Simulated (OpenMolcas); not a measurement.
# Exact exchange and the vertical energy of the triplet above the singlet of SnSiH6O

The species is SnSiH6O (9 atoms), meant as a singlet with charge 0. SMILES: `[SiH3][O][SnH3]`. Geometry: relaxed at PBE0-D4/def2-TZVP.

The vertical energy of the triplet above the singlet y, in eV, basis def2-SVP with a core potential; a is the functional's share of exact exchange. Programs: OpenMolcas 26.06.

| functional | program | a | y (eV) |
| --- | --- | --- | --- |
| r2SCAN | OpenMolcas | 0 | 5.77 |
| PBE | OpenMolcas | 0 | 5.46 |
| B3LYP | OpenMolcas | 0.2 | ? |
| PBE0 | OpenMolcas | 0.25 | 5.94 |
| BHLYP | OpenMolcas | 0.5 | 6.29 |

Q: Fit y = c + s·a to the known rows and predict B3LYP.

A: 
1. Means of the 4 rows: a = 0.1875, y = 5.865.
2. Σ(Δa)² = 0.17188, Σ(Δa·Δy) = 0.23125, so the slope is 0.23125/0.17188 = 1.3454.
3. Intercept: 5.865 − (1.3454) × 0.1875 = 5.613. The largest residual of the fit is 0.16.
4. B3LYP: 5.613 + (1.3454) × 0.2 = 5.88 eV.

The run gave 5.92 eV, so the prediction is off by -0.04 eV, within the largest residual. The rows mix families of semi-local functionals, which the line can't see. Spin-orbit coupling is left out.

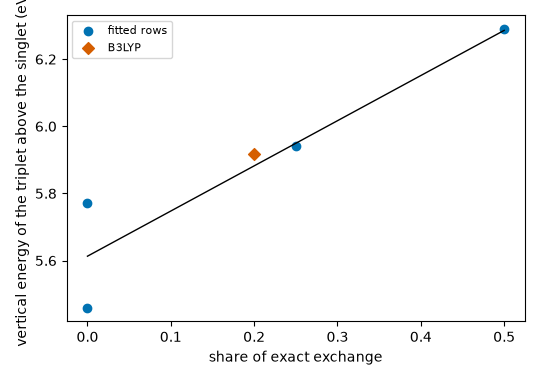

The fitted line, with the withheld row.
